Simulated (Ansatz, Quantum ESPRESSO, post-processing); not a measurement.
# Charging H-GaAs-H chair, 1 layer, part 3 of 5

Aim: potential against charge for H-GaAs-H chair, 1 layer facing a metal electrode, and the capacitance that follows.

Quantum ESPRESSO 7.5; plane-wave DFT, PBE, GBRV ultrasoft pseudopotentials; geometry by Ansatz 0.2.0 with PAW datasets.

So far: The structure; Geometry from Ansatz; Ground state: charge -0.0411 e a cell; Ground state: charge -0.0205 e.

## Step 5: SCF with pw.x

Input file q2.in:

```
&control
  prefix = 'q2'
  outdir = './out'
  pseudo_dir = './pseudo'
  calculation = 'scf'
  tprnfor = .true.
/
&system
  ibrav = 0
  nat = 4
  ntyp = 3
  ecutwfc = 40
  ecutrho = 200
  occupations = 'smearing'
  smearing = 'fd'
  degauss = 0.004
  assume_isolated = 'esm'
  esm_bc = 'bc3'
  tot_charge = 0.0
/
&electrons
  conv_thr = 1e-08
  mixing_beta = 0.4
  electron_maxstep = 120
  mixing_mode = 'local-TF'
  startingpot = 'file'
/
ATOMIC_SPECIES
  H   1.0080  h_pbe_v1.4.uspp.F.UPF
  As  74.9216  as_pbe_v1.uspp.F.UPF
  Ga  69.7230  ga_pbe_v1.4.uspp.F.UPF
CELL_PARAMETERS angstrom
  4.07908343599860 0.00000000000000 -0.00000000000000
  -2.03954171799930 3.53258987973110 0.00000000000000
  -0.00000000000000 -0.00000000000000 19.83333333330000
ATOMIC_POSITIONS crystal
  H   0.666666666667 0.333333333333 0.003344344249
  As  0.666666666667 0.333333333333 0.080001421914
  Ga  0.333333333333 0.666666666667 0.119580867743
  H   0.333333333333 0.666666666667 0.198336328020
K_POINTS automatic
  24 24 1 0 0 0
```

On the command line:

```sh
$ cp -r out/q1.save out/q2.save
$ OMP_NUM_THREADS=1 mpirun -n 4 pw.x -nk 4 -in q2.in > q2.out
```

Output:

```text
[banner, memory and clock lines left out]
Program PWSCF v.7.5 starts
[...]
Message from routine setup:
[...]
number of electrons       =        26.00
     number of Kohn-Sham states=           17
     kinetic-energy cutoff     =      40.0000  Ry
     charge density cutoff     =     200.0000  Ry
[...]
number of k points=    61  Fermi-Dirac smearing, width (Ry)=  0.0040
[...]
Dense  grid:    92167 G-vectors     FFT dimensions: (  36,  36, 180)
[...]
The initial density is read from file :
[...]
negative rho (up, down):  4.637E-04 0.000E+00
     Starting wfcs are   18 randomized atomic wfcs
[...]
negative rho (up, down):  3.729E-04 0.000E+00
[...]
estimated scf accuracy    <       0.00243019 Ry
[...]
negative rho (up, down):  2.720E-04 0.000E+00
[...]
estimated scf accuracy    <       0.00129966 Ry
[...]
negative rho (up, down):  2.472E-04 0.000E+00
[...]
estimated scf accuracy    <       0.00022273 Ry
[...]
negative rho (up, down):  2.384E-04 0.000E+00
[...]
estimated scf accuracy    <       0.00021968 Ry
[...]
negative rho (up, down):  1.826E-04 0.000E+00
[...]
estimated scf accuracy    <       0.00008969 Ry
[...]
negative rho (up, down):  1.672E-04 0.000E+00
[...]
estimated scf accuracy    <       0.00001055 Ry
[...]
negative rho (up, down):  1.841E-04 0.000E+00
[...]
estimated scf accuracy    <       0.00000914 Ry
[...]
negative rho (up, down):  3.068E-04 0.000E+00
[...]
estimated scf accuracy    <       0.00000785 Ry
[...]
negative rho (up, down):  3.158E-04 0.000E+00
[...]
estimated scf accuracy    <       0.00000214 Ry
[...]
negative rho (up, down):  3.692E-04 0.000E+00
[...]
estimated scf accuracy    <       0.00000111 Ry
[...]
negative rho (up, down):  4.159E-04 0.000E+00
[...]
estimated scf accuracy    <       0.00000056 Ry
[...]
negative rho (up, down):  4.443E-04 0.000E+00
[...]
estimated scf accuracy    <       0.00000081 Ry
[...]
negative rho (up, down):  4.709E-04 0.000E+00
[...]
estimated scf accuracy    <       0.00000003 Ry
[...]
negative rho (up, down):  4.665E-04 0.000E+00
[...]
estimated scf accuracy    <       0.00000001 Ry
[...]
negative rho (up, down):  4.797E-04 0.000E+00
[...]
the Fermi energy is    -5.0651 ev
!    total energy              =    -457.94902103 Ry
     estimated scf accuracy    <          4.6E-09 Ry
     smearing contrib. (-TS)   =      -0.00000000 Ry
     internal energy E=F+TS    =    -457.94902103 Ry
[...]
one-electron contribution =   -4962.01556859 Ry
     hartree contribution      =    2478.10811725 Ry
     xc contribution           =     -81.44425038 Ry
     ewald contribution        =    2107.40268069 Ry
     convergence has been achieved in  15 iterations
     negative rho (up, down):  4.797E-04 0.000E+00
[...]
Total force =     0.007281     Total SCF correction =     0.000125
[...]
```

Elapsed: 98 s, on 4 MPI ranks of Arm Neoverse V2, shared host; peak memory 0.77 GiB; 6.5 min of CPU time.

Numbers from this step:

```
Fermi energy                                                   : -5.065 eV
vacuum line at the lower end of the cell, over the Fermi level : 3.825 eV
slope of the potential above                                   : -1.12e-4 eV/Å
vacuum line at the upper end of the cell, over the Fermi level : 5.065 eV
```

The run needed 15 iterations to bring the estimated error under 1e-08 Ry.

The electrode's potential over the Fermi level goes from 2.460 to 5.065 eV, the far face's from 2.777 to 3.825 eV. The neutral sheet has a gap, in which the smearing places the Fermi level.

## Step 6: Self-consistent run: charge 0.0205 e

q3.in, as its differences from the input of step 5:

```diff
@@ -1,3 +1,3 @@
 &control
-  prefix = 'q2'
+  prefix = 'q3'
   outdir = './out'
@@ -18,3 +18,3 @@
   esm_bc = 'bc3'
-  tot_charge = 0.0
+  tot_charge = 0.0205
 /
```

On the command line:

```sh
$ cp -r out/q2.save out/q3.save
$ OMP_NUM_THREADS=1 mpirun -n 4 pw.x -nk 4 -in q3.in > q3.out
```

Output:

```text
[banner, memory and clock lines left out]
Program PWSCF v.7.5 starts
[...]
Message from routine setup:
[...]
number of electrons       =        25.98
     number of Kohn-Sham states=           17
     kinetic-energy cutoff     =      40.0000  Ry
     charge density cutoff     =     200.0000  Ry
[...]
number of k points=    61  Fermi-Dirac smearing, width (Ry)=  0.0040
[...]
Dense  grid:    92167 G-vectors     FFT dimensions: (  36,  36, 180)
[...]
The initial density is read from file :
[...]
negative rho (up, down):  4.793E-04 0.000E+00
     Starting wfcs are   18 randomized atomic wfcs
[...]
negative rho (up, down):  3.969E-04 0.000E+00
[...]
estimated scf accuracy    <       0.00237562 Ry
[...]
negative rho (up, down):  2.837E-04 0.000E+00
[...]
estimated scf accuracy    <       0.00125866 Ry
[...]
negative rho (up, down):  2.168E-04 0.000E+00
[...]
estimated scf accuracy    <       0.00020281 Ry
[...]
negative rho (up, down):  2.033E-04 0.000E+00
[...]
estimated scf accuracy    <       0.00017923 Ry
[...]
negative rho (up, down):  1.577E-04 0.000E+00
[...]
estimated scf accuracy    <       0.00004041 Ry
[...]
negative rho (up, down):  1.584E-04 0.000E+00
[...]
estimated scf accuracy    <       0.00001518 Ry
[...]
negative rho (up, down):  2.421E-04 0.000E+00
[...]
estimated scf accuracy    <       0.00001340 Ry
[...]
negative rho (up, down):  2.741E-04 0.000E+00
[...]
estimated scf accuracy    <       0.00000482 Ry
[...]
negative rho (up, down):  2.685E-04 0.000E+00
[...]
estimated scf accuracy    <       0.00000127 Ry
[...]
negative rho (up, down):  4.207E-04 0.000E+00
[...]
estimated scf accuracy    <       0.00000072 Ry
[...]
negative rho (up, down):  4.237E-04 0.000E+00
[...]
estimated scf accuracy    <       0.00000035 Ry
[...]
negative rho (up, down):  4.534E-04 0.000E+00
[...]
estimated scf accuracy    <       0.00000017 Ry
[...]
negative rho (up, down):  4.759E-04 0.000E+00
[...]
estimated scf accuracy    <       0.00000004 Ry
[...]
negative rho (up, down):  4.739E-04 0.000E+00
[...]
estimated scf accuracy    <       0.00000003 Ry
[...]
negative rho (up, down):  4.799E-04 0.000E+00
[...]
estimated scf accuracy    <       0.00000002 Ry
[...]
negative rho (up, down):  4.867E-04 0.000E+00
[...]
the Fermi energy is    -7.5448 ev
!    total energy              =    -457.93894933 Ry
     estimated scf accuracy    <          4.8E-09 Ry
     smearing contrib. (-TS)   =      -0.00018579 Ry
     internal energy E=F+TS    =    -457.93876354 Ry
[...]
one-electron contribution =   -4959.03174996 Ry
     hartree contribution      =    2475.12225025 Ry
     xc contribution           =     -81.43194453 Ry
     ewald contribution        =    2107.40268069 Ry
     convergence has been achieved in  16 iterations
     negative rho (up, down):  4.867E-04 0.000E+00
[...]
Total force =     0.008129     Total SCF correction =     0.000273
[...]
```

Run time: 99 s. Hardware: 4 MPI ranks; peak memory 0.72 GiB; 6.6 min of CPU time.

This step gave:

```
Fermi energy                                                   : -7.545 eV
vacuum line at the lower end of the cell, over the Fermi level : 4.738 eV
slope of the potential above                                   : 0.2555 eV/Å
vacuum line at the upper end of the cell, over the Fermi level : 7.543 eV
```

The electrode's potential over the Fermi level goes from 5.065 to 7.543 eV, the far face's from 3.825 to 4.738 eV. The neutral sheet has a gap, in which the smearing places the Fermi level.

## Step 7: Self-consistent run: charge 0.0411 e

q4.in, as its differences from the input of step 6:

```diff
@@ -1,3 +1,3 @@
 &control
-  prefix = 'q3'
+  prefix = 'q4'
   outdir = './out'
@@ -18,3 +18,3 @@
   esm_bc = 'bc3'
-  tot_charge = 0.0205
+  tot_charge = 0.0411
 /
```

On the command line:

```sh
$ cp -r out/q3.save out/q4.save
$ OMP_NUM_THREADS=1 mpirun -n 4 pw.x -nk 4 -in q4.in > q4.out
```

Output:

```text
[banner, memory and clock lines left out]
Program PWSCF v.7.5 starts
[...]
Message from routine setup:
[...]
number of electrons       =        25.96
     number of Kohn-Sham states=           17
     kinetic-energy cutoff     =      40.0000  Ry
     charge density cutoff     =     200.0000  Ry
[...]
number of k points=    61  Fermi-Dirac smearing, width (Ry)=  0.0040
[...]
Dense  grid:    92167 G-vectors     FFT dimensions: (  36,  36, 180)
[...]
The initial density is read from file :
[...]
negative rho (up, down):  4.863E-04 0.000E+00
     Starting wfcs are   18 randomized atomic wfcs
[...]
negative rho (up, down):  3.970E-04 0.000E+00
[...]
estimated scf accuracy    <       0.00237101 Ry
[...]
negative rho (up, down):  3.239E-04 0.000E+00
[...]
estimated scf accuracy    <       0.00125882 Ry
[...]
negative rho (up, down):  2.823E-04 0.000E+00
[...]
estimated scf accuracy    <       0.00021375 Ry
[...]
negative rho (up, down):  2.629E-04 0.000E+00
[...]
estimated scf accuracy    <       0.00021751 Ry
[...]
negative rho (up, down):  1.760E-04 0.000E+00
[...]
estimated scf accuracy    <       0.00008989 Ry
[...]
negative rho (up, down):  1.722E-04 0.000E+00
[...]
estimated scf accuracy    <       0.00000924 Ry
[...]
negative rho (up, down):  1.968E-04 0.000E+00
[...]
estimated scf accuracy    <       0.00000863 Ry
[...]
negative rho (up, down):  3.155E-04 0.000E+00
[...]
estimated scf accuracy    <       0.00000962 Ry
[...]
negative rho (up, down):  3.483E-04 0.000E+00
[...]
estimated scf accuracy    <       0.00000187 Ry
[...]
negative rho (up, down):  3.953E-04 0.000E+00
[...]
estimated scf accuracy    <       0.00000056 Ry
[...]
negative rho (up, down):  4.375E-04 0.000E+00
[...]
estimated scf accuracy    <       0.00000052 Ry
[...]
negative rho (up, down):  4.712E-04 0.000E+00
[...]
estimated scf accuracy    <       0.00000045 Ry
[...]
negative rho (up, down):  4.930E-04 0.000E+00
[...]
the Fermi energy is    -9.2055 ev
!    total energy              =    -457.92626654 Ry
     estimated scf accuracy    <          8.8E-09 Ry
     smearing contrib. (-TS)   =      -0.00027037 Ry
     internal energy E=F+TS    =    -457.92599617 Ry
[...]
one-electron contribution =   -4956.01726592 Ry
     hartree contribution      =    2472.10795023 Ry
     xc contribution           =     -81.41936116 Ry
     ewald contribution        =    2107.40268069 Ry
     convergence has been achieved in  13 iterations
     negative rho (up, down):  4.930E-04 0.000E+00
[...]
Total force =     0.010790     Total SCF correction =     0.000234
[...]
```

Run time: 87 s. Hardware: 4 MPI ranks; peak memory 0.78 GiB; 5.8 min of CPU time.

Read from the output:

| Property | Result |
| --- | --- |
| Fermi energy | -9.206 eV |
| vacuum line at the lower end of the cell, over the Fermi level | 4.814 eV |
| slope of the potential above | 0.5123 eV/Å |
| vacuum line at the upper end of the cell, over the Fermi level | 9.202 eV |

The electrode's potential over the Fermi level goes from 7.543 to 9.202 eV, the far face's from 4.738 to 4.814 eV.

## Step 8: SCF with pw.x: charge 0.0822 e

q5.in, as its differences from the input of step 7:

```diff
@@ -1,3 +1,3 @@
 &control
-  prefix = 'q4'
+  prefix = 'q5'
   outdir = './out'
@@ -18,3 +18,3 @@
   esm_bc = 'bc3'
-  tot_charge = 0.0411
+  tot_charge = 0.0822
 /
```

On the command line:

```sh
$ cp -r out/q4.save out/q5.save
$ OMP_NUM_THREADS=1 mpirun -n 4 pw.x -nk 4 -in q5.in > q5.out
```

Output:

```text
[banner, memory and clock lines left out]
Program PWSCF v.7.5 starts
[...]
Message from routine setup:
[...]
number of electrons       =        25.92
     number of Kohn-Sham states=           17
     kinetic-energy cutoff     =      40.0000  Ry
     charge density cutoff     =     200.0000  Ry
[...]
number of k points=    61  Fermi-Dirac smearing, width (Ry)=  0.0040
[...]
Dense  grid:    92167 G-vectors     FFT dimensions: (  36,  36, 180)
[...]
The initial density is read from file :
[...]
negative rho (up, down):  4.922E-04 0.000E+00
     Starting wfcs are   18 randomized atomic wfcs
[...]
negative rho (up, down):  3.465E-04 0.000E+00
[...]
estimated scf accuracy    <       0.00925115 Ry
[...]
negative rho (up, down):  3.150E-04 0.000E+00
[...]
estimated scf accuracy    <       0.00511765 Ry
[...]
negative rho (up, down):  2.300E-04 0.000E+00
[...]
estimated scf accuracy    <       0.00072798 Ry
[...]
negative rho (up, down):  1.727E-04 0.000E+00
[...]
estimated scf accuracy    <       0.00046096 Ry
[...]
negative rho (up, down):  1.120E-04 0.000E+00
[...]
estimated scf accuracy    <       0.00013080 Ry
[...]
negative rho (up, down):  1.009E-04 0.000E+00
[...]
estimated scf accuracy    <       0.00003925 Ry
[...]
negative rho (up, down):  2.472E-04 0.000E+00
[...]
estimated scf accuracy    <       0.00002293 Ry
[...]
negative rho (up, down):  2.614E-04 0.000E+00
[...]
estimated scf accuracy    <       0.00002744 Ry
[...]
negative rho (up, down):  2.490E-04 0.000E+00
[...]
estimated scf accuracy    <       0.00001941 Ry
[...]
negative rho (up, down):  2.675E-04 0.000E+00
[...]
estimated scf accuracy    <       0.00000380 Ry
[...]
negative rho (up, down):  2.969E-04 0.000E+00
[...]
estimated scf accuracy    <       0.00000134 Ry
[...]
negative rho (up, down):  4.682E-04 0.000E+00
[...]
estimated scf accuracy    <       0.00000222 Ry
[...]
negative rho (up, down):  4.784E-04 0.000E+00
[...]
estimated scf accuracy    <       0.00000022 Ry
[...]
negative rho (up, down):  4.832E-04 0.000E+00
[...]
estimated scf accuracy    <       0.00000008 Ry
[...]
negative rho (up, down):  4.958E-04 0.000E+00
[...]
estimated scf accuracy    <       0.00000008 Ry
[...]
negative rho (up, down):  5.041E-04 0.000E+00
[...]
the Fermi energy is   -12.5039 ev
!    total energy              =    -457.89347561 Ry
     estimated scf accuracy    <          3.9E-09 Ry
     smearing contrib. (-TS)   =      -0.00036177 Ry
     internal energy E=F+TS    =    -457.89311384 Ry
[...]
one-electron contribution =   -4949.97011139 Ry
     hartree contribution      =    2466.06818448 Ry
     xc contribution           =     -81.39386762 Ry
     ewald contribution        =    2107.40268069 Ry
     convergence has been achieved in  16 iterations
     negative rho (up, down):  5.041E-04 0.000E+00
[...]
Total force =     0.018998     Total SCF correction =     0.000272
[...]
```

It took 99 s on 4 MPI ranks; peak memory 0.56 GiB.

Numbers from this step:

```
Fermi energy                                                   : -12.50 eV
vacuum line at the lower end of the cell, over the Fermi level : 4.939 eV
slope of the potential above                                   : 1.025 eV/Å
vacuum line at the upper end of the cell, over the Fermi level : 12.50 eV
```

The electrode's potential over the Fermi level goes from 9.202 to 12.497 eV, the far face's from 4.814 to 4.939 eV.

Gauss's law asks for a slope of 180.95 q/A = 1.032 eV/Å in the gap; the run gives 1.025.

Each curve counts from the Fermi level of its own run.

The runs together. Potential energy against z:

| z (Å) | potential at -0.0205 e (eV) | potential at 0 e (eV) | potential at 0.0205 e (eV) | potential at 0.0411 e (eV) | potential at 0.0822 e (eV) |
| --- | --- | --- | --- | --- | --- |
| -8 | 2.78 | 3.83 | 4.74 | 4.81 | 4.94 |
| -6 | 2.78 | 3.83 | 4.74 | 4.81 | 4.94 |
| -4 | 2.78 | 3.83 | 4.74 | 4.81 | 4.94 |
| -2 | 2.77 | 3.82 | 4.73 | 4.81 | 4.93 |
| 0 | 1.16 | 2.21 | 3.12 | 3.19 | 3.31 |
| 2 | -0.706 | 0.332 | 1.22 | 1.27 | 1.34 |
| 4 | 1.99 | 3.17 | 4.21 | 4.42 | 4.81 |
| 6 | 3.46 | 5.06 | 6.53 | 7.18 | 8.46 |
| 8 | 2.95 | 5.07 | 7.05 | 8.22 | 10.5 |

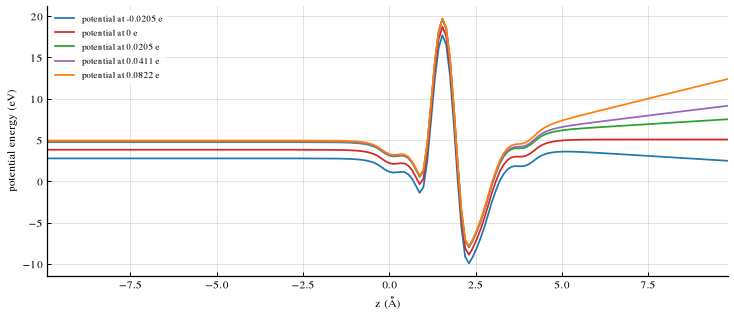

Potential energy against z.

## Step 9: Potential against charge, and the capacitance

Table of electrode's potential less the Fermi level by charge of the slab:

| charge of the slab (1e13 e/cm²) | electrode's potential less the Fermi level (eV) |
| --- | --- |
| -1.42 | 2.46 |
| 0.00 | 5.07 |
| 1.42 | 7.54 |
| 2.85 | 9.20 |
| 5.70 | 12.5 |

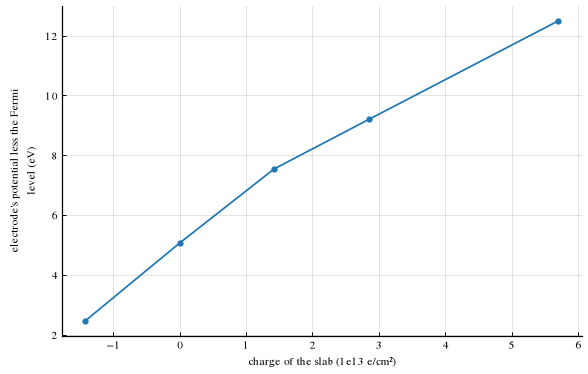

Electrode's potential less the Fermi level against charge of the slab.

Slopes between neighbouring charges; a slope that includes zero charge spans the gap. Differential capacitance against charge of the slab:

| charge of the slab (1e13 e/cm²) | differential capacitance (μF/cm²) |
| --- | --- |
| -0.71 | 0.875 |
| 0.71 | 0.920 |
| 2.14 | 1.38 |
| 4.28 | 1.39 |

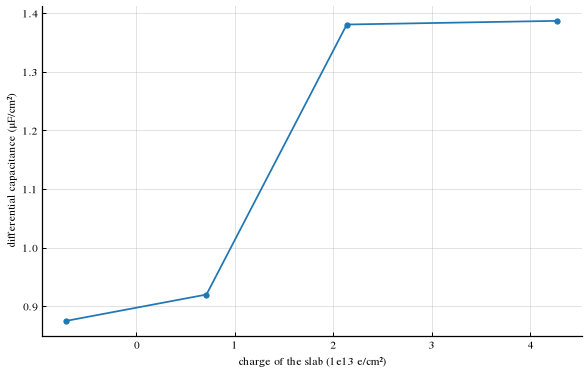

Differential capacitance, plotted against charge of the slab.

(Continued in part 4 of 5.)

[Logs are printed without paths, hosts, clocks, repeated set-up lines and the standing remarks that a program may print on its own settings, such as how far it seeks lower states.]

[Hosts, paths, dates, database ids (printed as entryN), source tags and the programs' standing remarks are cut or masked in the printed files.]

[Maps of the electrostatic potential energy from Ansatz leave out the sawtooth potential of an applied field or a dipole correction, so their vacuum need not be flat; planar profiles and work functions include it.]
